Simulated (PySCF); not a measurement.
C2H7In: energy and gradient calculation

- system: C2H7In
- method: PBE/3-21G, RKS (PySCF 2.14.0)

The geometry comes from this level: GFN2-xTB.

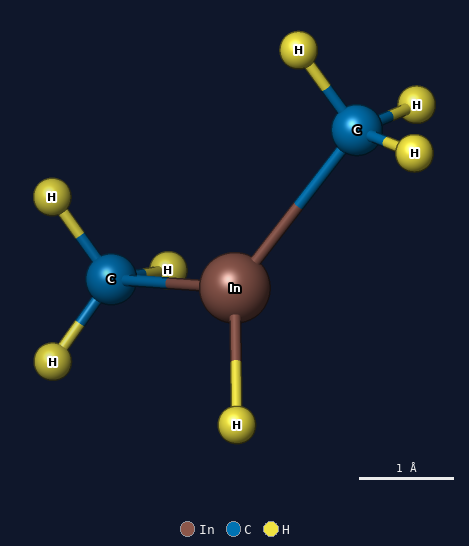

**Figure 1.** The structure as given in the input (ball-and-stick view, seen at a tilt). Sticks mark near contacts.

## The input (calc.py)
```python
import pyscf.grad
from pyscf import gto, dft

mol = gto.Mole()
mol.atom = [
    ('In', (-0.402190, -0.685650, -0.001670)),
    ('C', (1.827360, -0.751870, -0.001130)),
    ('H', (2.194600, -0.286400, 0.913930)),
    ('H', (2.196810, -0.176180, -0.850200)),
    ('H', (2.211200, -1.768700, -0.063090)),
    ('C', (-1.552800, 1.223260, 0.002850)),
    ('H', (-1.351290, 1.762880, -0.922330)),
    ('H', (-1.212620, 1.834390, 0.839180)),
    ('H', (-2.624680, 1.055030, 0.093490)),
    ('H', (-1.286390, -2.206770, -0.011030)),
]
mol.charge = 0
mol.basis = '3-21g'
mol.spin = 0
mol.max_memory = 1860
mol.verbose = 4
mol.build()

ks = dft.RKS(mol)
ks.xc = 'pbe'
ks.conv_tol = 1e-10
ks.grids.level = 5
ks.kernel()
if not ks.converged:
    ks = ks.newton().run(ks.mo_coeff, ks.mo_occ)

e_tot = ks.e_tot
print('E(%s) = %.9f' % ('PBE', e_tot))
grad = ks.Gradients().kernel()
ks.analyze()
```

Run on 1 thread of Intel Xeon @ 2.50GHz (Skylake/Cascade Lake), 189 GiB of memory available, shared host.

Launched with:
```bash
OMP_NUM_THREADS=1 python calc.py
```

## The program's output
```
PySCF version 2.14.0

[INPUT] num. atoms = 10
[INPUT] num. electrons = 68
[INPUT] charge = 0
[INPUT] spin (= nelec alpha-beta = 2S) = 0
[INPUT] symmetry False subgroup None
[INPUT] Mole.unit = angstrom
[INPUT] Symbol           X                Y                Z      unit          X                Y                Z       unit  Magmom
[INPUT]  1 In    -0.402190000000  -0.685650000000  -0.001670000000 AA   -0.760028950039  -1.295690717308  -0.003155842628 Bohr   0.0
[INPUT]  2 C      1.827360000000  -0.751870000000  -0.001130000000 AA    3.453209930985  -1.420828381277  -0.002135390521 Bohr   0.0
[INPUT]  3 H      2.194600000000  -0.286400000000   0.913930000000 AA    4.147192952970  -0.541217562075   1.727077397024 Bohr   0.0
[INPUT]  4 H      2.196810000000  -0.176180000000  -0.850200000000 AA    4.151369247706  -0.332931948626  -1.606645151105 Bohr   0.0
[INPUT]  5 H      2.211200000000  -1.768700000000  -0.063090000000 AA    4.178562406638  -3.342358596518  -0.119222821199 Bohr   0.0
[INPUT]  6 C     -1.552800000000   1.223260000000   0.002850000000 AA   -2.934366726225   2.311626379135   0.005385719455 Bohr   0.0
[INPUT]  7 H     -1.351290000000   1.762880000000  -0.922330000000 AA   -2.553568014864   3.331360390473  -1.742951096470 Bohr   0.0
[INPUT]  8 H     -1.212620000000   1.834390000000   0.839180000000 AA   -2.291519693170   3.466494705641   1.585820369213 Bohr   0.0
[INPUT]  9 H     -2.624680000000   1.055030000000   0.093490000000 AA   -4.959926364623   1.993717753200   0.176670495386 Bohr   0.0
[INPUT] 10 H     -1.286390000000  -2.206770000000  -0.011030000000 AA   -2.430924789379  -4.170190919906  -0.020843679154 Bohr   0.0

nuclear repulsion = 242.151542773738
number of shells = 37
number of NR pGTOs = 132
number of NR cGTOs = 63
basis = 3-21g
ecp = {}

******** <class 'pyscf.dft.rks.RKS'> ********
method = RKS
initial guess = minao
damping factor = 0
level_shift factor = 0
DIIS = <class 'pyscf.scf.diis.CDIIS'>
diis_start_cycle = 1
diis_space = 8
diis_damp = 0
SCF conv_tol = 1e-10
SCF conv_tol_grad = None
SCF max_cycles = 50
direct_scf = True
direct_scf_tol = 1e-13
XC library pyscf.dft.libxc version 7.0.0
    S. Lehtola, C. Steigemann, M. J.T. Oliveira, and M. A.L. Marques.,  SoftwareX 7, 1–5 (2018)
XC functionals = pbe
    J. P. Perdew, K. Burke, and M. Ernzerhof.,  Phys. Rev. Lett. 77, 3865 (1996)
    J. P. Perdew, K. Burke, and M. Ernzerhof.,  Phys. Rev. Lett. 78, 1396 (1997)
    J. P. Perdew, K. Burke, and M. Ernzerhof.,  Phys. Rev. Lett. 77, 3865 (1996)
    J. P. Perdew, K. Burke, and M. Ernzerhof.,  Phys. Rev. Lett. 78, 1396 (1997)
radial grids:
    Treutler-Ahlrichs [JCP 102, 346 (1995); DOI:10.1063/1.469408] (M4) radial grids

becke partition: Becke, JCP 88, 2547 (1988); DOI:10.1063/1.454033
pruning grids: <function nwchem_prune>
grids dens level: 5
symmetrized grids: False
atomic radii adjust function: <function treutler_atomic_radii_adjust>
small_rho_cutoff = 0
Set gradient conv threshold to 1e-05
Initial guess from minao.
tot grids = 298064
init E= -5784.67753576339
  HOMO = -0.313765259638137  LUMO = -0.110509418197109  gap/eV = 5.53087
cycle= 1 E= -5796.41898779449  delta_E= -11.7  |g|= 0.582  |ddm|= 2.66
  HOMO = -0.125558751158487  LUMO = -0.0573186178087075  gap/eV = 1.85691
cycle= 2 E= -5796.25458253464  delta_E= 0.164  |g|= 0.916  |ddm|= 1.61
  HOMO = -0.208889886303105  LUMO = -0.0609668944086239  gap/eV = 4.02519
cycle= 3 E= -5796.51209300726  delta_E= -0.258  |g|= 0.0566  |ddm|=  1.1
  HOMO = -0.208498765423489  LUMO = -0.0641058701519333  gap/eV = 3.92913
cycle= 4 E= -5796.51361044263  delta_E= -0.00152  |g|= 0.0169  |ddm|= 0.158
  HOMO = -0.209352606605473  LUMO = -0.0641925159558883  gap/eV = 3.95001
cycle= 5 E= -5796.51378448256  delta_E= -0.000174  |g|= 0.00172  |ddm|= 0.0395
  HOMO = -0.209029431091973  LUMO = -0.0637926388675332  gap/eV = 3.95209
cycle= 6 E= -5796.51378578698  delta_E= -1.3e-06  |g|= 0.000488  |ddm|= 0.00497
  HOMO = -0.209065200241014  LUMO = -0.063850011389216  gap/eV = 3.95151
cycle= 7 E= -5796.51378585415  delta_E= -6.72e-08  |g|= 0.000313  |ddm|= 0.001
  HOMO = -0.2090734562596  LUMO = -0.0638608295931427  gap/eV = 3.95144
cycle= 8 E= -5796.51378588311  delta_E= -2.9e-08  |g|= 3.3e-05  |ddm|= 0.00039
  HOMO = -0.209076202882435  LUMO = -0.063860088899985  gap/eV = 3.95153
cycle= 9 E= -5796.51378588352  delta_E= -4.09e-10  |g|= 1.22e-06  |ddm|= 4.62e-05
  HOMO = -0.209076299682985  LUMO = -0.0638600531538305  gap/eV = 3.95154
cycle= 10 E= -5796.51378588352  delta_E= -6.37e-12  |g|= 2.59e-07  |ddm|= 3.52e-06
  HOMO = -0.209076302402228  LUMO = -0.0638600415497148  gap/eV = 3.95154
```

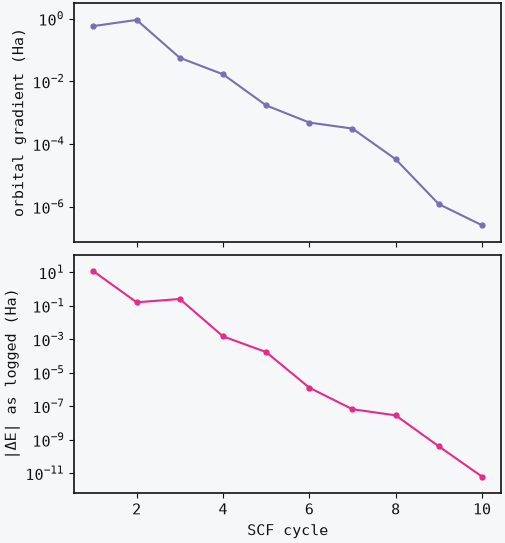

**Figure 2.** Convergence of the self-consistent field: orbital gradient and size of the energy change against the SCF cycle. The residual falls almost steadily, with no more than small rises.

```
Extra cycle  E= -5796.51378588353  delta_E= -8.19e-12  |g|= 2e-07  |ddm|= 8.97e-07
converged SCF energy = -5796.51378588353
E(PBE) = -5796.513785884

******** <class 'pyscf.grad.rks.Gradients'> for <class 'pyscf.dft.rks.RKS'> ********
unit = Eh/Bohr
grid_response = False
--------------- RKS gradients ---------------
         x                y                z
0 In    -0.0064331338    -0.0100957241     0.0001882467
1 C     0.0171952775    -0.0020040554     0.0002096772
2 H    -0.0040940987    -0.0042307104    -0.0073720016
3 H    -0.0042116741    -0.0050471126     0.0066197764
4 H    -0.0012050663     0.0085282500     0.0004905167
5 C    -0.0098694122     0.0142627255    -0.0008151932
6 H    -0.0015398844    -0.0056373779     0.0076871847
7 H    -0.0023893208    -0.0063831262    -0.0064013330
8 H     0.0079486819     0.0028790710    -0.0006032642
9 H     0.0045978867     0.0077311900    -0.0000035537
----------------------------------------------
**** SCF Summaries ****
Total Energy =                       -5796.513785883532364
Nuclear Repulsion Energy =             242.151542773738385
One-electron Energy =                -8484.562045959495663
Two-electron Energy =                 2445.896717302224260
Two-electron Coulomb Energy =         2614.832240070157695
DFT Exchange-Correlation Energy =     -168.935522767933293
HOMO-LUMO gap [eV] =                     3.951535730438738
**** MO energy ****
MO #1   energy= -978.661846726032  occ= 2
MO #2   energy= -143.497016577281  occ= 2
MO #3   energy= -133.544970866067  occ= 2
MO #4   energy= -133.543846926152  occ= 2
MO #5   energy= -133.543555152076  occ= 2
MO #6   energy= -27.1620592125125  occ= 2
MO #7   energy= -23.0265635912365  occ= 2
MO #8   energy= -23.02042970323    occ= 2
MO #9   energy= -23.0199512808359  occ= 2
MO #10  energy= -15.9868340775459  occ= 2
MO #11  energy= -15.9845005137716  occ= 2
MO #12  energy= -15.9844845318583  occ= 2
MO #13  energy= -15.9817791688952  occ= 2
MO #14  energy= -15.9813805416514  occ= 2
MO #15  energy= -9.80757810307093  occ= 2
MO #16  energy= -9.8073163602803   occ= 2
MO #17  energy= -4.05464842617824  occ= 2
MO #18  energy= -2.72271694590891  occ= 2
MO #19  energy= -2.71042347289691  occ= 2
MO #20  energy= -2.70790658754737  occ= 2
MO #21  energy= -0.717524091930378 occ= 2
MO #22  energy= -0.710115788902943 occ= 2
MO #23  energy= -0.708737443427906 occ= 2
MO #24  energy= -0.706101280530604 occ= 2
MO #25  energy= -0.706044081978055 occ= 2
MO #26  energy= -0.59546094494905  occ= 2
MO #27  energy= -0.589748862551343 occ= 2
MO #28  energy= -0.340790462318007 occ= 2
MO #29  energy= -0.339982309185899 occ= 2
MO #30  energy= -0.33597568410921  occ= 2
MO #31  energy= -0.335391930287683 occ= 2
MO #32  energy= -0.327975270799012 occ= 2
MO #33  energy= -0.218288542366411 occ= 2
MO #34  energy= -0.209076302402228 occ= 2
MO #35  energy= -0.0638600415497148 occ= 0
MO #36  energy= -0.00226084385582936 occ= 0
MO #37  energy= 0.0406088171098657 occ= 0
MO #38  energy= 0.0860406268564247 occ= 0
MO #39  energy= 0.113529803735569  occ= 0
MO #40  energy= 0.140932134982912  occ= 0
MO #41  energy= 0.145330801216273  occ= 0
MO #42  energy= 0.169837396779506  occ= 0
MO #43  energy= 0.170054529198048  occ= 0
MO #44  energy= 0.180586165394644  occ= 0
MO #45  energy= 0.21321820332185   occ= 0
MO #46  energy= 0.221380162958376  occ= 0
MO #47  energy= 0.276289187674278  occ= 0
MO #48  energy= 0.298075323849615  occ= 0
MO #49  energy= 0.668554836370752  occ= 0
MO #50  energy= 0.728341713472898  occ= 0
MO #51  energy= 0.746142551517468  occ= 0
MO #52  energy= 0.763389310653224  occ= 0
MO #53  energy= 0.78169903983035   occ= 0
MO #54  energy= 0.80466263086797   occ= 0
MO #55  energy= 1.0033445130432    occ= 0
MO #56  energy= 1.00712601089878   occ= 0
MO #57  energy= 1.01211666174651   occ= 0
MO #58  energy= 1.01287670779869   occ= 0
MO #59  energy= 1.03410663205785   occ= 0
MO #60  energy= 1.056032737543     occ= 0
MO #61  energy= 1.1150121357249    occ= 0
MO #62  energy= 1.63390014600827   occ= 0
MO #63  energy= 1.64231085538837   occ= 0
 ** Mulliken pop on meta-lowdin orthogonal AOs  **
 ** Mulliken pop  **
pop of  0 In 1s           2.00000
pop of  0 In 2s           1.99997
pop of  0 In 3s           1.99979
pop of  0 In 4s           1.99940
pop of  0 In 5s           1.15474
pop of  0 In 6s           0.00183
pop of  0 In 2px          1.99999
pop of  0 In 2py          1.99999
pop of  0 In 2pz          1.99999
pop of  0 In 3px          1.99988
pop of  0 In 3py          1.99989
pop of  0 In 3pz          1.99986
pop of  0 In 4px          1.99966
pop of  0 In 4py          1.99964
pop of  0 In 4pz          1.99943
pop of  0 In 5px          0.60437
pop of  0 In 5py          0.67089
pop of  0 In 5pz          0.07238
pop of  0 In 6px          0.00743
pop of  0 In 6py          0.00698
pop of  0 In 6pz          0.00050
pop of  0 In 3dxy         1.99985
pop of  0 In 3dyz         1.99998
pop of  0 In 3dz^2        1.99988
pop of  0 In 3dxz         1.99996
pop of  0 In 3dx2-y2      1.99983
pop of  0 In 4dxy         1.99608
pop of  0 In 4dyz         1.99960
pop of  0 In 4dz^2        1.99503
pop of  0 In 4dxz         1.99925
pop of  0 In 4dx2-y2      1.99622
pop of  1 C 1s            1.99941
pop of  1 C 2s            1.06734
pop of  1 C 3s            0.00159
pop of  1 C 2px           1.23329
pop of  1 C 2py           1.11246
pop of  1 C 2pz           1.10310
pop of  1 C 3px           0.00295
pop of  1 C 3py           0.00174
pop of  1 C 3pz           0.00179
pop of  2 H 1s            0.88234
pop of  2 H 2s            0.00836
pop of  3 H 1s            0.88280
pop of  3 H 2s            0.00837
pop of  4 H 1s            0.88177
pop of  4 H 2s            0.00867
pop of  5 C 1s            1.99941
pop of  5 C 2s            1.06693
pop of  5 C 3s            0.00159
pop of  5 C 2px           1.13788
pop of  5 C 2py           1.20805
pop of  5 C 2pz           1.10346
pop of  5 C 3px           0.00197
pop of  5 C 3py           0.00272
pop of  5 C 3pz           0.00179
pop of  6 H 1s            0.88173
pop of  6 H 2s            0.00840
pop of  7 H 1s            0.88281
pop of  7 H 2s            0.00838
pop of  8 H 1s            0.88166
pop of  8 H 2s            0.00867
pop of  9 H 1s            1.10569
pop of  9 H 2s            0.00061
 ** Mulliken atomic charges  **
charge of    0In =      0.49772
charge of    1C =     -0.52367
charge of    2H =      0.10930
charge of    3H =      0.10883
charge of    4H =      0.10956
charge of    5C =     -0.52380
charge of    6H =      0.10988
charge of    7H =      0.10881
charge of    8H =      0.10968
charge of    9H =     -0.10630
Dipole moment(X, Y, Z, Debye):  0.42586,  0.75565,  0.01044
```

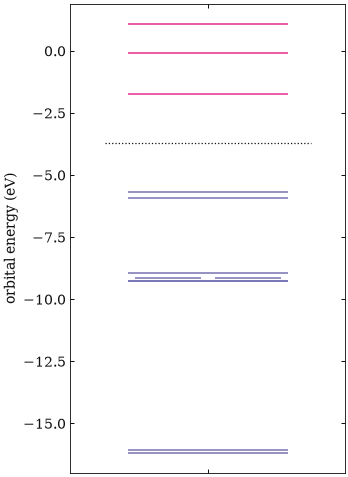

**Figure 3.** Orbital energies near the frontier; the dotted line parts filled from empty levels, and levels within 0.02 eV of each other stand side by side. Highest filled −5.69 eV, lowest empty −1.74 eV, 3.95 eV apart.

## Results in brief

| quantity | value |
| --- | --- |
| outcome | converged |
| total energy | −5796.513786 hartree |
| basis functions | 63 |
| largest force | 0.893 eV/Å |
| HOMO | −5.69 eV |
| LUMO | −1.74 eV |
| dipole moment | 0.87 D |
| wall time | 40 s |
| peak memory | 0.63 GiB |

The record of the run, not the program, notes: no relativistic term for heavy atoms.
